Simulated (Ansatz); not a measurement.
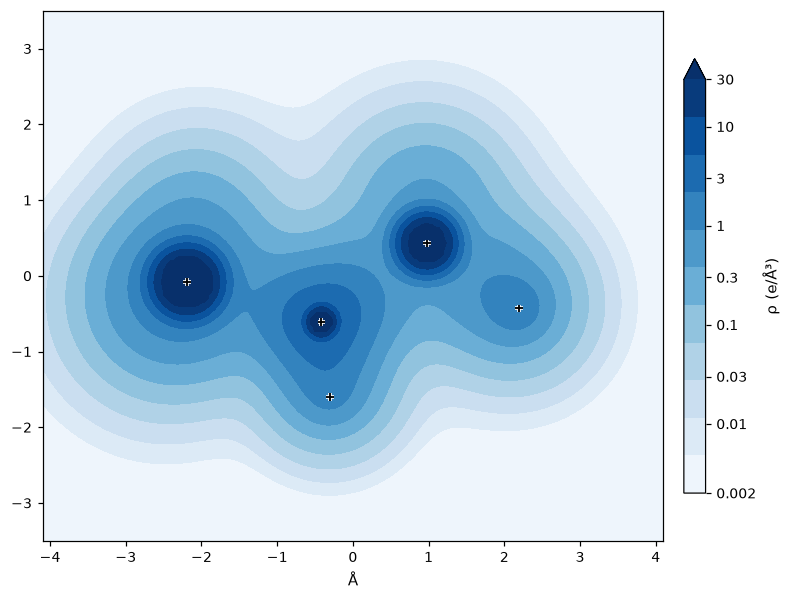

The total electron density on a plane through atoms (crosses mark nuclei in the plane).

Theory: Ansatz, RKS r2SCAN/def2-SVP.

Candidates:
A. AsH6NSi (SMILES [SiH3]N[AsH2])
B. C2H6O2Si (SMILES OC=C(O)[SiH3])

**Which candidate gave the map?**

Candidate A: AsH6NSi on the plane of atoms Si1, N2 and As3, which holds Si, N, As and H. Si–N (1.74 Å): ρ is about 1 e/Å³ halfway. As–N (1.85 Å): ρ is about 0.98 e/Å³ halfway.
